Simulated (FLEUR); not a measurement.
# Magnetic state of ZrFe2 from several starts, part 2 of 2

Wanted: the moments of ZrFe2 and the energy of each order that was tried.

FLEUR MaX-R8.1; LDA (VWN); all-electron FLAPW, Dirac cores, scalar-relativistic bands.

So far, largest spin moment in the muffin-tin sphere (μB): step 2 (start 1: ferro ++++) 1.78; step 3 (start 2: antiferro ++--) 0.918.

**4. Start 3: ferri +++-**

Another pattern of signs weighs the neighbour shells otherwise.

File inp.xml:

```
<?xml version="1.0" encoding="UTF-8" standalone="no"?>
<fleurInput fleurInputVersion="0.39">
   <comment>
      ZrFe2
   </comment>
   <calculationSetup>
      <cutoffs Kmax="3.24" Gmax="9.7" GmaxXC="9.7" numbands="0"/>
      <scfLoop itmax="90" minDistance="0.00002" maxIterBroyd="15" imix="Anderson" alpha="0.05" precondParam="0.0" spinf="2.0" sdNocoIR="T"/>
      <coreElectrons ctail="T" frcor="F" kcrel="0" coretail_lmax="0"/>
      <xcFunctional name="vwn" relativisticCorrections="F"/>
      <magnetism jspins="2"/>
      <soc l_soc="F" theta="0.0" phi="0.0" spav="F"/>
      <expertModes spex="0" secvar="F"/>
      <geometryOptimization l_f="F" forcealpha="1.0" forcemix="BFGS" epsdisp="0.00001" epsforce="0.00001"/>
      <ldaU l_linMix="F" mixParam="0.05" spinf="1.0"/>
   </calculationSetup>
   <cell>
      <bzIntegration valenceElectrons="88.0" mode="hist" fermiSmearingEnergy="0.00293995">
         <kPointListSelection listName="default-1"/>
         <xi:include xmlns:xi="http://www.w3.org/2001/XInclude" href="kpts.xml"> </xi:include>
      </bzIntegration>
      <xi:include xmlns:xi="http://www.w3.org/2001/XInclude" href="sym.xml"> </xi:include>
      <bulkLattice scale="1.0">
         <bravaisMatrix>
            <row-1>    0.0000000000000000     6.6962445225200993     6.6962445225200993</row-1>
            <row-2>    6.6962445225200993     0.0000000000000000     6.6962445225200993</row-2>
            <row-3>    6.6962445225200993     6.6962445225200993     0.0000000000000000</row-3>
         </bravaisMatrix>
      </bulkLattice>
   </cell>
   <atomSpecies>
      <species name="Zirconium (Zr)" element="Zr" atomicNumber="40">
         <mtSphere radius="2.8" gridPoints="925" logIncrement="0.014"/>
         <atomicCutoffs lmax="10" lnonsphr="8"/>
         <electronConfig flipSpins="F">
            <coreConfig>(1s1/2) (2s1/2) (2p1/2) (2p3/2) (3s1/2) (3p1/2) (3p3/2) (3d3/2) (3d5/2)</coreConfig>
            <valenceConfig>(4s1/2) (4p1/2) (4p3/2) (5s1/2) (4d3/2) (4d5/2)</valenceConfig>
            <stateOccupation state="(4d3/2)" spinUp="0.400000" spinDown="0.400000"/>
            <stateOccupation state="(4d5/2)" spinUp="0.600000" spinDown="0.600000"/>
         </electronConfig>
         <energyParameters s="5" p="5" d="4" f="4"/>
         <lo type="SCLO" l="0" n="4" eDeriv="0"/>
         <lo type="SCLO" l="1" n="4" eDeriv="0"/>
      </species>
      <species name="Iron (Fe) 2.800" element="Fe" atomicNumber="26">
         <mtSphere radius="2.31" gridPoints="763" logIncrement="0.016"/>
         <atomicCutoffs lmax="10" lnonsphr="8"/>
         <electronConfig flipSpins="F">
            <coreConfig>(1s1/2) (2s1/2) (2p1/2) (2p3/2)</coreConfig>
            <valenceConfig>(3s1/2) (3p1/2) (3p3/2) (4s1/2) (3d3/2) (3d5/2)</valenceConfig>
            <stateOccupation state="(3d3/2)" spinUp="1.4" spinDown="1.0"/>
            <stateOccupation state="(3d5/2)" spinUp="3.0" spinDown="0.6"/>
         </electronConfig>
         <energyParameters s="4" p="4" d="3" f="4"/>
         <lo type="SCLO" l="0" n="3" eDeriv="0"/>
         <lo type="SCLO" l="1" n="3" eDeriv="0"/>
      </species>
      <species name="Iron (Fe) -2.800" element="Fe" atomicNumber="26">
         <mtSphere radius="2.31" gridPoints="763" logIncrement="0.016"/>
         <atomicCutoffs lmax="10" lnonsphr="8"/>
         <electronConfig flipSpins="F">
            <coreConfig>(1s1/2) (2s1/2) (2p1/2) (2p3/2)</coreConfig>
            <valenceConfig>(3s1/2) (3p1/2) (3p3/2) (4s1/2) (3d3/2) (3d5/2)</valenceConfig>
            <stateOccupation state="(3d3/2)" spinUp="1.0" spinDown="1.4"/>
            <stateOccupation state="(3d5/2)" spinUp="0.6" spinDown="3.0"/>
         </electronConfig>
         <energyParameters s="4" p="4" d="3" f="4"/>
         <lo type="SCLO" l="0" n="3" eDeriv="0"/>
         <lo type="SCLO" l="1" n="3" eDeriv="0"/>
      </species>
   </atomSpecies>
   <atomGroups>
      <atomGroup species="Zirconium (Zr)">
         <relPos label="                   1">-1.000/8.000 -1.000/8.000 -1.000/8.000</relPos>
         <relPos label="                   2">1.000/8.000 1.000/8.000 1.000/8.000</relPos>
         <force calculate="T" relaxXYZ="TTT"/>
      </atomGroup>
      <atomGroup species="Iron (Fe) 2.800">
         <relPos label="                   3">1.000/2.000 1.000/2.000 1.000/2.000</relPos>
         <relPos label="                   4">.0000000000 1.000/2.000 1.000/2.000</relPos>
         <relPos label="                   5">1.000/2.000 1.000/2.000 .0000000000</relPos>
         <force calculate="T" relaxXYZ="TTT"/>
      </atomGroup>
      <atomGroup species="Iron (Fe) -2.800">
         <relPos label="                   6">1.000/2.000 .0000000000 1.000/2.000</relPos>
         <force calculate="T" relaxXYZ="TTT"/>
      </atomGroup>
   </atomGroups>
   <output dos="F" band="F" slice="F">
      <bandDOS minEnergy="-.5*Htr" maxEnergy="0.5*Htr" sigma="0.015" storeEVData="T"/>
      <plotting iplot="0" polar="F">
         <plot TwoD="T" vec1="  1.0  0.0  0.0" vec2="  0.0  1.0  0.0" vec3="  0.0  0.0  1.0" zero="  0.0  0.0  0.0" file="plot"/>
      </plotting>
      <moessbauerParams electricFieldGradient="F" isomerShift="F" coreHyperfine="F" valenceHyperfine="F"/>
   </output>
</fleurInput>
```

File crystal.txt:

```
ZrFe2
&input film=F cartesian=F /
0.00000000000  3.54350000000  3.54350000000
3.54350000000  0.00000000000  3.54350000000
3.54350000000  3.54350000000  0.00000000000
1.8897261246
1.0 1.0 1.0

6
40 0.00000000000  0.00000000000  0.00000000000
40 0.25000000000  0.25000000000  0.25000000000
26 0.62500000000  0.62500000000  0.62500000000 : 2.800
26 0.12500000000  0.62500000000  0.62500000000 : 2.800
26 0.62500000000  0.62500000000  0.12500000000 : 2.800
26 0.62500000000  0.12500000000  0.62500000000 : -2.800

&kpt div1=8 div2=8 div3=8 gamma=T /
```

Started as:

```sh
$ OMP_NUM_THREADS=1 inpgen -f crystal.txt > inpgen.log  # inp.xml is then edited as shown
$ OMP_NUM_THREADS=1 mpirun -n 4 fleur_MPI > fleur.log
```

The program printed:

```text
[banner, memory and clock lines left out]
Welcome to FLEUR        (www.flapw.de)
      MaX-Release 8.1          (www.max-centre.eu)

 ========== k-point set info ==========
 Selected k-point list: default-1
 k-point list type: mesh
 0 x 0 x 0
 Number of k points: 68

 [... set-up left out ...]
 Iteration:     1   Distance:      22.44538974 me/bohr^3
 Iteration:     2   Distance:      20.08128821 me/bohr^3
 Iteration:     3   Distance:      17.53762533 me/bohr^3
 Iteration:     4   Distance:      14.74441592 me/bohr^3
 Iteration:     5   Distance:       7.00805882 me/bohr^3
[...]
<sumOfEigenvalues value="    -7191.9721738950">
               <coreElectrons value="-7128.7159571374"/>
               <valenceElectrons value="-63.2562167576"/>
            </sumOfEigenvalues>
         [... left out ...]
            <freeEnergy value="-12273.0412905775"/>
            <extrapolationTo0K value="-12273.0374746154"/>
         </totalEnergy>
         <densityConvergence units="me/bohr^3">
            <chargeDensity spin="1" distance="0.0000087569"/>
            <chargeDensity spin="2" distance="0.0000072737"/>
            <overallChargeDensity distance="0.0000069700"/>
            <spinDensity distance="0.0000145121"/>
         </densityConvergence>
      </iteration>
```

Elapsed: 9.6 min, on 4 MPI ranks of Arm Neoverse V2, shared host; peak memory 0.37 GiB; 38 min of CPU time.

Spin moment in the muffin-tin sphere by atom:

| atom | spin moment in the muffin-tin sphere (μB) |
| --- | --- |
| Zr1 | -0.14 |
| Zr2 | -0.14 |
| Fe3 | 1.03 |
| Fe4 | 1.03 |
| Fe5 | 1.03 |
| Fe6 | -1.19 |

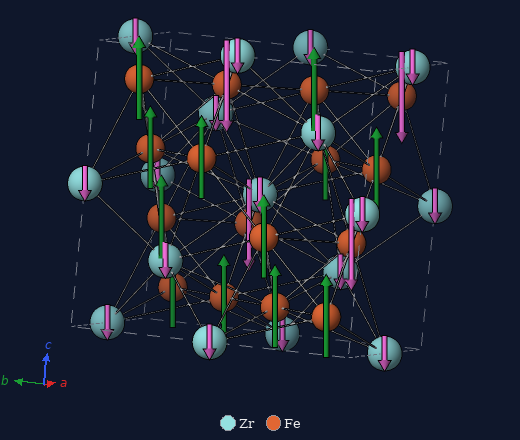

Spin moment in the muffin-tin sphere as arrows, the longest 1.19 μB. Up and down stand for the sign. Arrows give size and sign along the axis of quantisation, drawn up and down the page. Each arrow also spans its atom, so small moments look longer than they are. The two directions have two colours. Some periodic images of atoms are drawn too.

Numbers from this step:

| Item | Value |
| --- | --- |
| free energy | -333966.4670 eV |
| program's band gap on this mesh (in a metal only a level spacing) | 0.009128 eV |
| magnetization | 1.522 μB |
| final state | ferrimagnetic |

It lies 92.9 meV a seeded atom over the first start, and its largest moment is 1.19 μB against 1.78 μB.

**5. Start 4: no spin polarisation**

A spinless run gives the zero against which the gain from the moments is read.

inp.xml, as its differences from that of step 4:

```diff
@@ -10,3 +10,3 @@
       <xcFunctional name="vwn" relativisticCorrections="F"/>
-      <magnetism jspins="2"/>
+      <magnetism jspins="1"/>
       <soc l_soc="F" theta="0.0" phi="0.0" spav="F"/>
@@ -44,3 +44,3 @@
       </species>
-      <species name="Iron (Fe) 2.800" element="Fe" atomicNumber="26">
+      <species name="Iron (Fe)" element="Fe" atomicNumber="26">
          <mtSphere radius="2.31" gridPoints="763" logIncrement="0.016"/>
@@ -50,17 +50,4 @@
             <valenceConfig>(3s1/2) (3p1/2) (3p3/2) (4s1/2) (3d3/2) (3d5/2)</valenceConfig>
-            <stateOccupation state="(3d3/2)" spinUp="1.4" spinDown="1.0"/>
-            <stateOccupation state="(3d5/2)" spinUp="3.0" spinDown="0.6"/>
-         </electronConfig>
-         <energyParameters s="4" p="4" d="3" f="4"/>
-         <lo type="SCLO" l="0" n="3" eDeriv="0"/>
-         <lo type="SCLO" l="1" n="3" eDeriv="0"/>
-      </species>
-      <species name="Iron (Fe) -2.800" element="Fe" atomicNumber="26">
-         <mtSphere radius="2.31" gridPoints="763" logIncrement="0.016"/>
-         <atomicCutoffs lmax="10" lnonsphr="8"/>
-         <electronConfig flipSpins="F">
-            <coreConfig>(1s1/2) (2s1/2) (2p1/2) (2p3/2)</coreConfig>
-            <valenceConfig>(3s1/2) (3p1/2) (3p3/2) (4s1/2) (3d3/2) (3d5/2)</valenceConfig>
-            <stateOccupation state="(3d3/2)" spinUp="1.0" spinDown="1.4"/>
-            <stateOccupation state="(3d5/2)" spinUp="0.6" spinDown="3.0"/>
+            <stateOccupation state="(3d3/2)" spinUp="1.200000" spinDown="1.200000"/>
+            <stateOccupation state="(3d5/2)" spinUp="1.800000" spinDown="1.800000"/>
          </electronConfig>
@@ -77,3 +64,3 @@
       </atomGroup>
-      <atomGroup species="Iron (Fe) 2.800">
+      <atomGroup species="Iron (Fe)">
          <relPos label="                   3">1.000/2.000 1.000/2.000 1.000/2.000</relPos>
@@ -81,5 +68,2 @@
          <relPos label="                   5">1.000/2.000 1.000/2.000 .0000000000</relPos>
-         <force calculate="T" relaxXYZ="TTT"/>
-      </atomGroup>
-      <atomGroup species="Iron (Fe) -2.800">
          <relPos label="                   6">1.000/2.000 .0000000000 1.000/2.000</relPos>
```

File crystal.txt:

```
ZrFe2
&input film=F cartesian=F /
0.00000000000  3.54350000000  3.54350000000
3.54350000000  0.00000000000  3.54350000000
3.54350000000  3.54350000000  0.00000000000
1.8897261246
1.0 1.0 1.0

6
40 0.00000000000  0.00000000000  0.00000000000
40 0.25000000000  0.25000000000  0.25000000000
26 0.62500000000  0.62500000000  0.62500000000
26 0.12500000000  0.62500000000  0.62500000000
26 0.62500000000  0.62500000000  0.12500000000
26 0.62500000000  0.12500000000  0.62500000000

&kpt div1=8 div2=8 div3=8 gamma=T /
```

The program printed:

```text
[banner, memory and clock lines left out]
Welcome to FLEUR        (www.flapw.de)
      MaX-Release 8.1          (www.max-centre.eu)

 ========== k-point set info ==========
 Selected k-point list: default-1
 k-point list type: mesh
 0 x 0 x 0
 Number of k points: 32

 [... set-up left out ...]
 Iteration:     1   Distance:      16.01996704 me/bohr^3
 Iteration:     2   Distance:       9.73076027 me/bohr^3
 Iteration:     3   Distance:       9.42933682 me/bohr^3
 Iteration:     4   Distance:       5.46786694 me/bohr^3
 Iteration:     5   Distance:       2.86729769 me/bohr^3
[...]
<FermiEnergy value="0.3412925811" units="Htr"/>
         [... left out ...]
         <totalEnergy value="   -12273.0280654336" units="Htr">
            <sumOfEigenvalues value="    -7192.1212247394">
               <coreElectrons value="-7128.8825085225"/>
               <valenceElectrons value="-63.2387162169"/>
            </sumOfEigenvalues>
         [... left out ...]
            <freeEnergy value="-12273.0369944526"/>
            <extrapolationTo0K value="-12273.0325299431"/>
         </totalEnergy>
         <densityConvergence units="me/bohr^3">
            <chargeDensity spin="1" distance="0.0000034437"/>
         </densityConvergence>
      </iteration>
```

Elapsed: 27 s, on 4 MPI ranks; peak memory 0.21 GiB; 1.8 min of CPU time.

Read from the output:

| Property | Result |
| --- | --- |
| free energy | -333966.3501 eV |
| program's band gap on this mesh (in a metal only a level spacing) | 9.24e-4 eV |
| final state | non-magnetic (no spin polarisation) |

It lies 122 meV a seeded atom over the first start.

**6. Ranking**

Free energies are divided by the number of seeded atoms.

Orders:

| start | final state | typed order kept | energy over the lowest (meV a seeded atom) | largest sphere moment (μB) | net moment (μB a primitive cell) | mesh matched | CPU time (s) |
| --- | --- | --- | --- | --- | --- | --- | --- |
| ferro ++++ | ferromagnetic, with opposed induced moments | yes | 0 | 1.775 | 5.969 | yes | 297.8 |
| antiferro ++-- | antiferromagnetic | yes | 104 | 0.9183 | 0 | yes | 2180 |
| ferri +++- | ferrimagnetic | yes | 92.93 | 1.191 | 1.522 | yes | 2294 |
| no spin polarisation | non-magnetic | - | 122.2 | 0 | 0 | yes | 107 |

**7. Outcome**

| Property | Result |
| --- | --- |
| lowest state found | ferromagnetic (typed ferro ++++) |
| largest site spin moment | 1.78 μB |
| next finished state | ferrimagnetic, 92.9 meV a seeded atom higher |
| energy gained by spin polarisation | 122 meV a seeded atom |

**Reading.** The lowest state found is ferromagnetic, reached from the start ferro ++++, with moments up to 1.78 μB. The next finished state costs 93 meV a seeded atom. This is the lowest of 4 finished starts, no proof of the ground state. With 4 seeded atoms in the first cell, sign patterns within that cell may remain untried.

[Logs and program files are shortened in this print: banners, set-up blocks, solver, clock and traceback lines can be left out without a mark of their own.]

[Logs are printed without paths, hosts, clocks, repeated set-up lines and the standing remarks that a program may print on its own settings, such as how far it seeks lower states.]

[Hosts, paths, dates, database ids (printed as entryN), source tags and the programs' standing remarks are cut or masked in the printed files.]

[Where a cell is said to come from a database of computed structures, the database is the Materials Project.]
